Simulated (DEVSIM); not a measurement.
Structure: TaN/Al2O3/p-Ge capacitor, at 300 K.

```
layer (left to right)  material  thickness (nm)  Na (cm⁻³)
---------------------  --------  --------------  ---------
1                         Al2O3            28.0          -
2                            Ge            6300     8.9e15
```

Metal gate on the left, work function 4.4 eV. Fixed charge at the semiconductor interface -2.9e11 cm⁻² (in units of +e); interface traps 1.4e10 cm⁻² eV⁻¹, uniform in energy, neutral level at 0.7 of the gap above the valence band.

This is a model device: material constants are rounded textbook-type values typed into the input, and sizes, dopings and lifetimes were drawn at random. Values at 300 K.

| parameter | Al2O3 | Ge |
|---|---|---|
| gap (eV) | 6.8 | 0.664 |
| affinity (eV) | 1.35 | 4 |
| permittivity | 9 | 16 |
| Nc (cm⁻³) | - | 1.04e19 |
| Nv (cm⁻³) | - | 6e18 |

Model (solved in DEVSIM): 1D Poisson equation in equilibrium, Boltzmann statistics, complete ionisation; no quantum confinement or tunnelling. Metal contacts follow the ideal Schottky-Mott rule: no Fermi-level pinning, no interface dipoles.

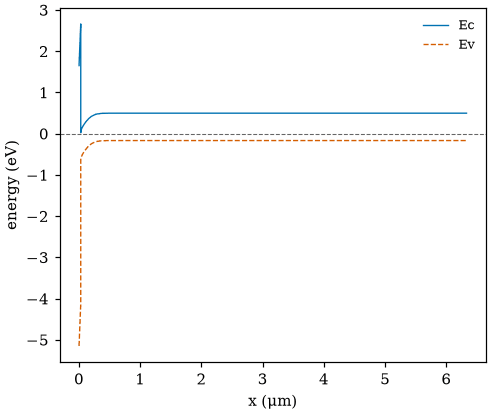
Band edges at 1.4 V on the gate

Energies count from the Fermi level of the right contact; mesh points crowd at the junctions.

```json
[
 {"x (μm)": "0.000", "Ec (eV)": "1.650", "Ev (eV)": "-5.150", "n (cm⁻³)": "< 1e2", "p (cm⁻³)": "< 1e2", "field (V/cm)": "360000"},
 {"x (μm)": "0.001664", "Ec (eV)": "1.711", "Ev (eV)": "-5.089", "n (cm⁻³)": "< 1e2", "p (cm⁻³)": "< 1e2", "field (V/cm)": "360000"},
 {"x (μm)": "0.005727", "Ec (eV)": "1.859", "Ev (eV)": "-4.941", "n (cm⁻³)": "< 1e2", "p (cm⁻³)": "< 1e2", "field (V/cm)": "360000"},
 {"x (μm)": "0.01447", "Ec (eV)": "2.177", "Ev (eV)": "-4.623", "n (cm⁻³)": "< 1e2", "p (cm⁻³)": "< 1e2", "field (V/cm)": "360000"},
 {"x (μm)": "0.02457", "Ec (eV)": "2.545", "Ev (eV)": "-4.255", "n (cm⁻³)": "< 1e2", "p (cm⁻³)": "< 1e2", "field (V/cm)": "360000"},
 {"x (μm)": "0.02724", "Ec (eV)": "2.642", "Ev (eV)": "-4.158", "n (cm⁻³)": "< 1e2", "p (cm⁻³)": "< 1e2", "field (V/cm)": "360000"},
 {"x (μm)": "0.02852", "Ec (eV)": "0.028", "Ev (eV)": "-0.636", "n (cm⁻³)": "3.5e18", "p (cm⁻³)": "1.2e8", "field (V/cm)": "150000"},
 {"x (μm)": "0.03274", "Ec (eV)": "0.069", "Ev (eV)": "-0.595", "n (cm⁻³)": "7.1e17", "p (cm⁻³)": "6.2e8", "field (V/cm)": "70000"},
 {"x (μm)": "0.04158", "Ec (eV)": "0.114", "Ev (eV)": "-0.550", "n (cm⁻³)": "1.3e17", "p (cm⁻³)": "3.4e9", "field (V/cm)": "38000"},
 {"x (μm)": "0.06491", "Ec (eV)": "0.182", "Ev (eV)": "-0.482", "n (cm⁻³)": "8.9e15", "p (cm⁻³)": "4.9e10", "field (V/cm)": "25000"},
 {"x (μm)": "0.1219", "Ec (eV)": "0.304", "Ev (eV)": "-0.360", "n (cm⁻³)": "8.1e13", "p (cm⁻³)": "5.4e12", "field (V/cm)": "18000"},
 {"x (μm)": "0.3599", "Ec (eV)": "0.490", "Ev (eV)": "-0.174", "n (cm⁻³)": "6.1e10", "p (cm⁻³)": "7.2e15", "field (V/cm)": "1000"},
 {"x (μm)": "0.8583", "Ec (eV)": "0.496", "Ev (eV)": "-0.168", "n (cm⁻³)": "4.9e10", "p (cm⁻³)": "8.9e15", "field (V/cm)": "≈ 0"},
 {"x (μm)": "2.103", "Ec (eV)": "0.496", "Ev (eV)": "-0.168", "n (cm⁻³)": "4.9e10", "p (cm⁻³)": "8.9e15", "field (V/cm)": "≈ 0"},
 {"x (μm)": "4.932", "Ec (eV)": "0.496", "Ev (eV)": "-0.168", "n (cm⁻³)": "4.9e10", "p (cm⁻³)": "8.9e15", "field (V/cm)": "≈ 0"},
 {"x (μm)": "5.770", "Ec (eV)": "0.496", "Ev (eV)": "-0.168", "n (cm⁻³)": "4.9e10", "p (cm⁻³)": "8.9e15", "field (V/cm)": "≈ 0"},
 {"x (μm)": "6.112", "Ec (eV)": "0.496", "Ev (eV)": "-0.168", "n (cm⁻³)": "4.9e10", "p (cm⁻³)": "8.9e15", "field (V/cm)": "≈ 0"},
 {"x (μm)": "6.242", "Ec (eV)": "0.496", "Ev (eV)": "-0.168", "n (cm⁻³)": "4.9e10", "p (cm⁻³)": "8.9e15", "field (V/cm)": "≈ 0"},
 {"x (μm)": "6.304", "Ec (eV)": "0.496", "Ev (eV)": "-0.168", "n (cm⁻³)": "4.9e10", "p (cm⁻³)": "8.9e15", "field (V/cm)": "≈ 0"},
 {"x (μm)": "6.319", "Ec (eV)": "0.496", "Ev (eV)": "-0.168", "n (cm⁻³)": "4.9e10", "p (cm⁻³)": "8.9e15", "field (V/cm)": "≈ 0"},
 {"x (μm)": "6.325", "Ec (eV)": "0.496", "Ev (eV)": "-0.168", "n (cm⁻³)": "4.9e10", "p (cm⁻³)": "8.9e15", "field (V/cm)": "≈ 0"},
 {"x (μm)": "6.328", "Ec (eV)": "0.496", "Ev (eV)": "-0.168", "n (cm⁻³)": "4.9e10", "p (cm⁻³)": "8.9e15", "field (V/cm)": "≈ 0"}
]
```
